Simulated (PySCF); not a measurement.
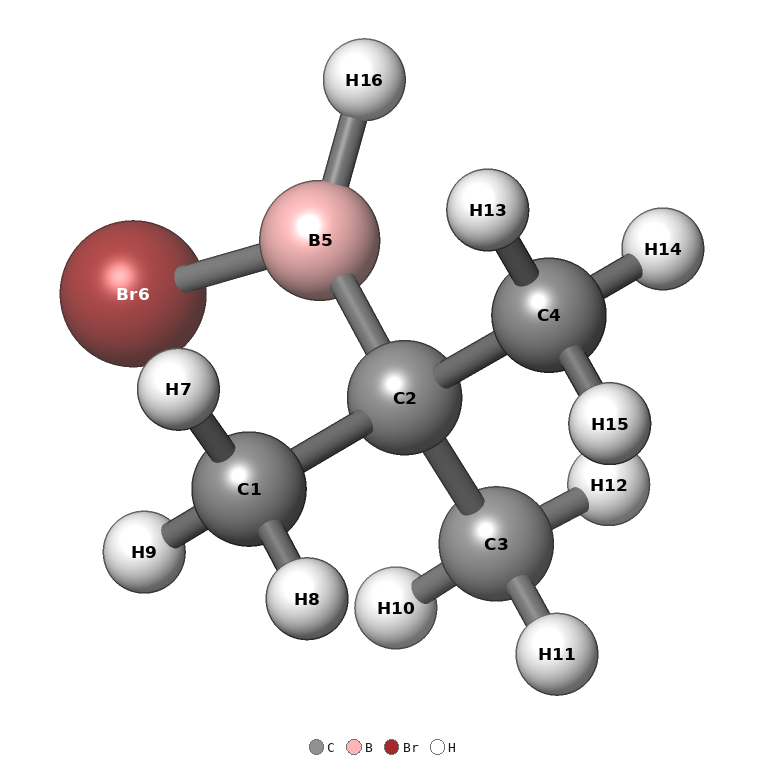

The geometry was computed by an optimisation with PBE0-D3(BJ)/def2-SVP. No frequency run is at hand to confirm it as a minimum. Level of theory: B3LYP/pcJ-1 (pcSseg-1 on Br) indirect spin-spin coupling, non-relativistic, gas phase (PySCF 2.14.0). Isotopes: 11B, 13C, 1H.

Give the spin–spin coupling constants of these pairs, with the number of bonds between them: C4/B5, B5/H10, B5/H13, B5/H8.

```
   pair  bonds apart  J (Hz)
 C4, B5            2     3.7
B5, H10            3     2.5
B5, H13            3     3.2
 B5, H8            3     9.3
```
